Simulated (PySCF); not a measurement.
# C₄H₈Si (SMILES C=C1CC[SiH2]1): what the fields show

```xyz
13

C     2.0818    0.0949   -0.1996
C     0.7699    0.0794   -0.0419
C    -0.2417   -0.8295   -0.7052
C    -1.5258   -0.2836   -0.0428
Si   -0.5336    1.0130    0.9642
H     2.7095    0.7931    0.3296
H     2.5900   -0.5893   -0.8648
H    -0.2431   -0.7187   -1.7903
H    -0.0604   -1.8809   -0.4788
H    -2.0532   -1.0378    0.5373
H    -2.2345    0.1160   -0.7649
H    -0.5017    0.8255    2.4155
H    -0.7614    2.4184    0.6241
```

Geometry: GFN2-xTB.

Level of theory: PBE0/pcSseg-1, SCF density, gas phase, non-relativistic in PySCF.

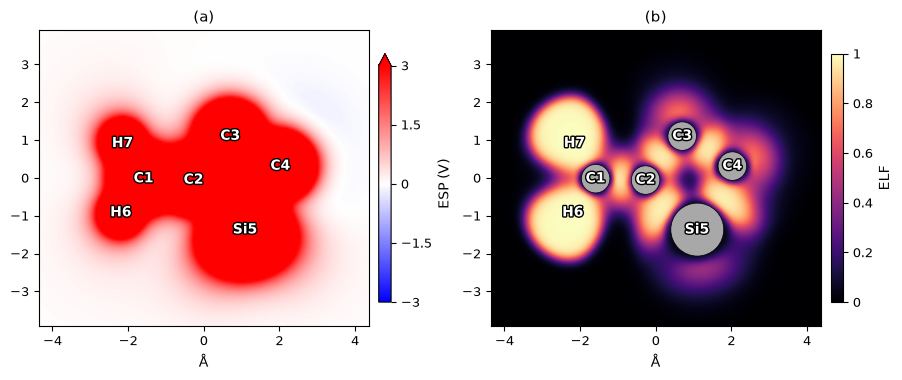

Figure 1. (a) molecular electrostatic potential; (b) electron localisation function on the plane of atoms C3, C4 and Si5. Grey discs cover the atomic cores in the ELF map.

Q: What does the map show?

A: The section cuts through C, Si and H sites. C–C (1.32 Å): the ELF peaks at about 0.95 between the atoms (a multiple bond). C–Si (1.89 Å): the ELF peaks at about 0.95 between the atoms; localised, covalent bonding. C–H (1.08 Å): the ELF climbs to about 1 towards the hydrogen, as it does in any bond to H; an ordinary covalent bond to hydrogen. C–C (1.51 Å): the ELF peaks at about 0.95 between the atoms, as expected for a covalent bond. The potential has no marked negative region in this plane.

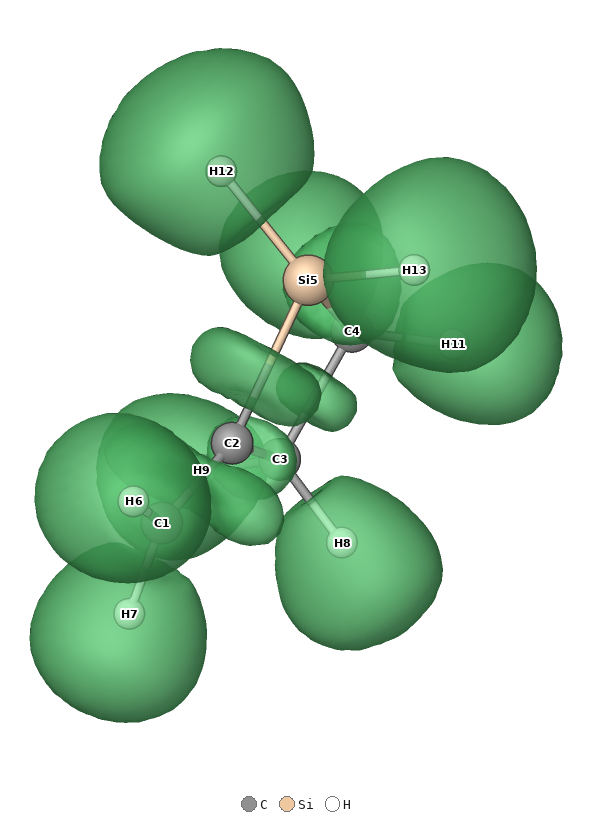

Figure 2. Isosurface of the ELF at 0.8 (green), seen at an oblique angle. Core shells and regions of very low density are left out.

Q: Identify the bonds, lone pairs and shells in this picture.

A: The surface consists of three regions between bonded C–C atoms (shared pairs), two regions between bonded C–Si atoms (shared pairs) and eight regions around hydrogen nuclei.

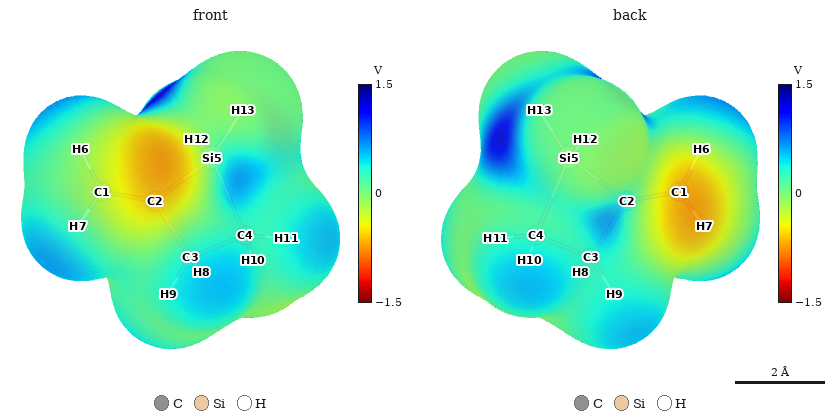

Figure 3. The electrostatic potential painted on the density surface at 0.002 e/bohr³, seen from the front and from behind; red is negative and blue positive.

Q: Which sites attract a positive test charge, and which a negative one?

A: A positive charge is drawn to the negative regions and a negative charge to the positive ones. The most negative region (about −0.7 V, or −16 kcal/mol for a unit charge) lies over the π face of C1 and C2, the most positive (about +1.2 V, or +28 kcal/mol for a unit charge) over Si5.

Q: How polar is the molecule by this calculation?

A: Its dipole moment is 0.28 D.
